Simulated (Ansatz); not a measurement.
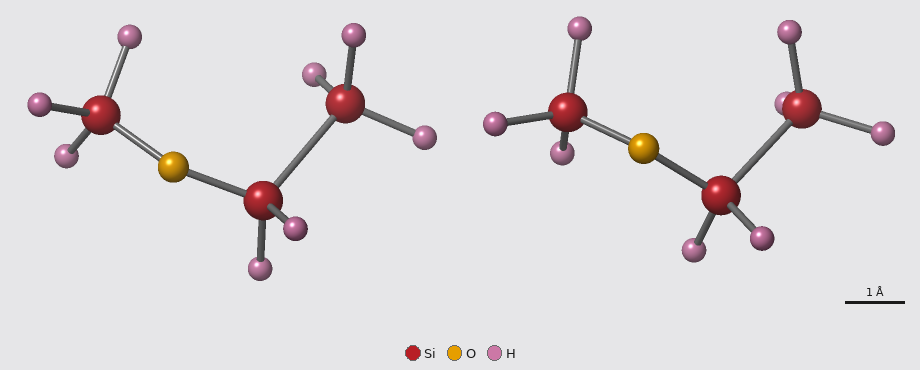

Two geometries of Si3H8O, drawn at one scale. One is the start of a relaxation, the other its converged end. A ball-and-stick model, seen at a tilt.

The calculation used RKS B3LYP-D4/6-31G* (Ansatz 0.2.0). Settings: no spin polarisation; force threshold 0.02 eV/Å; at most 40 steps.

Question: Which geometry has the lower energy?

Answer: The left one is the relaxed one. The run prepares the start of a later molecular dynamics calculation, from a guessed geometry. After 16 geometry steps the energy has fallen by 0.300 eV. Largest force component: 1.1 eV/Å at the start, 0.017 eV/Å at the end. The forces were under the threshold at step 7, but the run went on from there. An H atom moves most after the best rigid fit: 0.61 Å. By element the largest moves are H 0.61 Å, O 0.50 Å, Si 0.17 Å. Among the contacts that change: Si–Si 2.218 → 2.351 Å, H–Si 1.460 → 1.489 Å, O–Si 1.680 → 1.652 Å. Among the angles between lasting bonds that change: Si–O–Si 125.0° → 143.9°, O–Si–Si 109.5° → 112.0°, Si–Si–H 109.5° → 111.7°. Groups turn about O–Si by about 45°, Si–Si by about 40°, O–Si by about 30°.
